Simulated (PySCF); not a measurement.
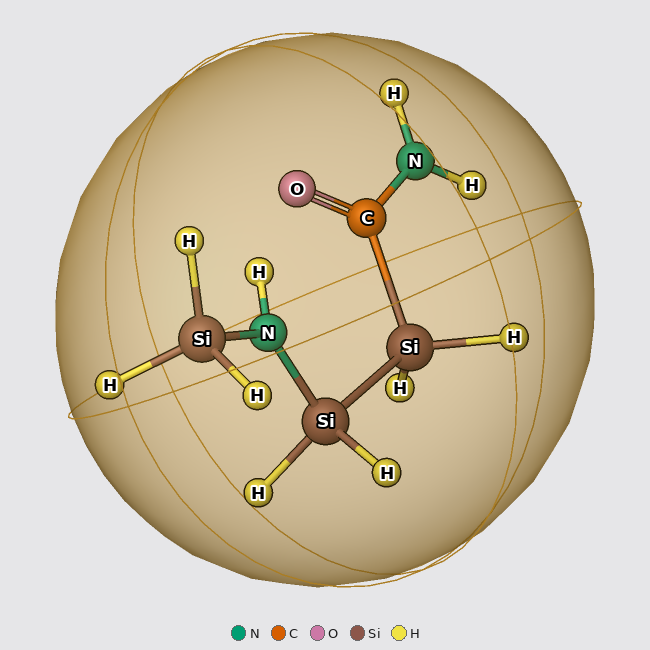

The ellipsoid shows the static dipole polarisability: its half-axes are proportional to the principal values. Computed geometry: GFN2-xTB optimisation. No frequency run is at hand to confirm it as a minimum. Level of theory: CAM-B3LYP/def2-SVPD (PySCF 2.14.0).

**Give the principal values, the mean and the anisotropy.**

Principal values 89.6, 112.2, 138.7 bohr³; mean 113.5 bohr³ (16.82 Å³); anisotropy 42.6 bohr³, so the longest axis is 1.55 times the shortest.

The geometry is semi-empirical. Around Si such bond lengths and angles can be off by a tenth of an ångström or more and by several degrees, and values that hang on the shape move with them.
